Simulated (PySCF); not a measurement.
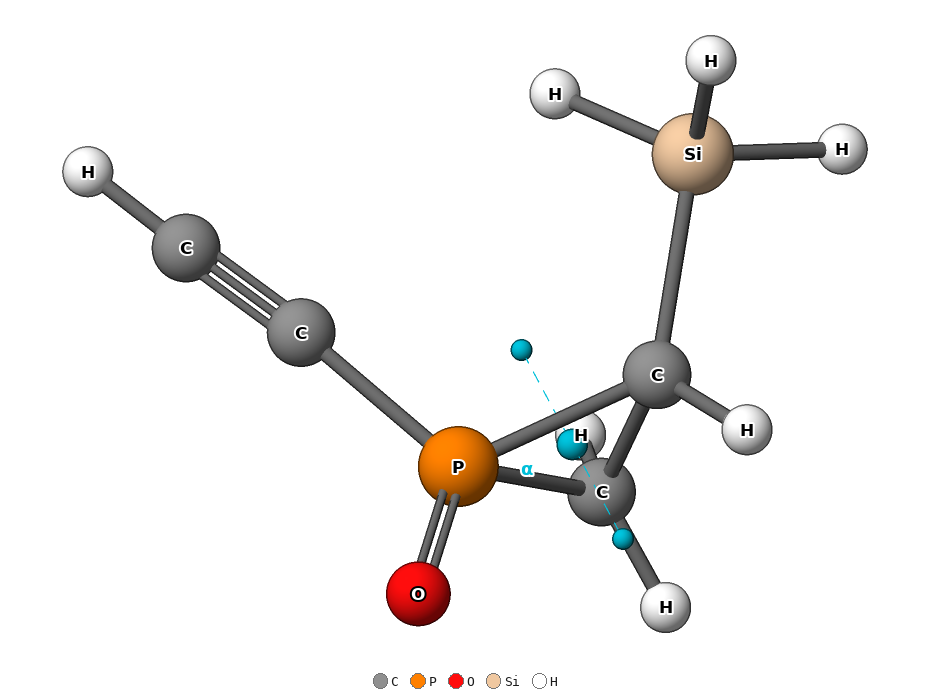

The small points mark where nucleus-independent chemical shifts (NICS) were computed: at the centre of each lettered ring and 1 Å above and below it. Computed geometry: GFN2-xTB optimisation. No frequency run is at hand to confirm it as a minimum. Properties computed with GIAO PBE0/pcSseg-1 NMR shielding, non-relativistic, gas phase (PySCF 2.14.0).

Give NICS(0), NICS(1) and the out-of-plane component NICS(1)zz for each ring (means of the two sides).

```json
{"ring": "α", "members": "C2P", "NICS(0)": "−23.6", "NICS(1)": "−6.4", "NICS(1)zz": "−11.2"}
```

Values in ppm.

The geometry is semi-empirical. Around P, Si such bond lengths and angles can be off by a tenth of an ångström or more and by several degrees, and values that hang on the shape move with them.
